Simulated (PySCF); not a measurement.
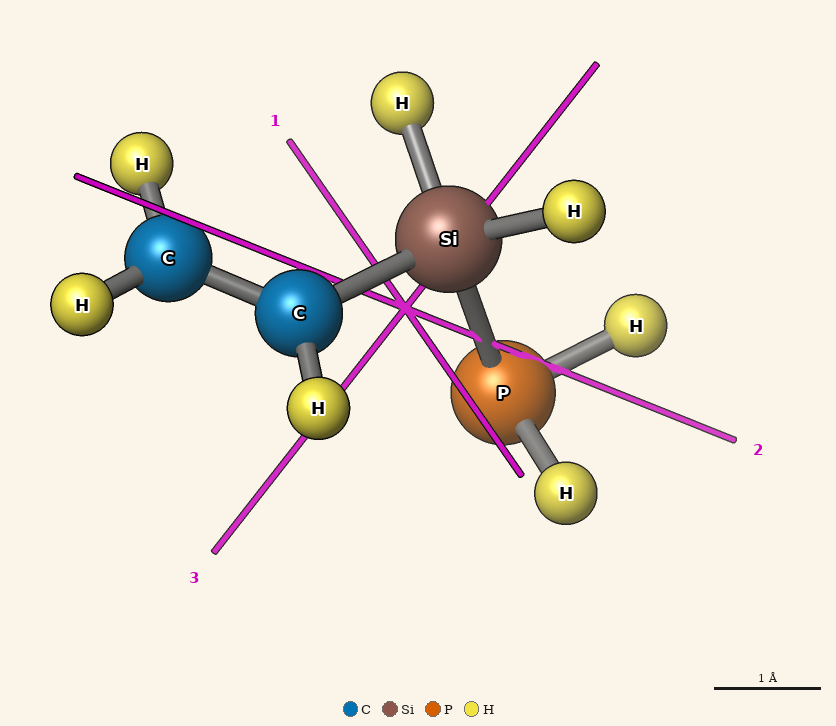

The three principal axes of inertia are drawn and numbered. Atoms fade into the background with distance from the viewer. The computed structure is the end point of a PBE0-D3(BJ)/def2-SVP optimisation. No frequency run is at hand to confirm it as a minimum. Masses are those of the most abundant isotopes; constants are for the rigid equilibrium geometry.

> Which line is the a axis (least moment of inertia), which b and which c?

a is line 2, b is line 3, c is line 1; the moments are 51.9, 249, 275 u Å².

> What kind of rotor is it, and what are its rotational constants in MHz?

An asymmetric top (C1): A = 9740, B = 2026, C = 1840 MHz. Ray's parameter κ is −0.95, close to the prolate limit.
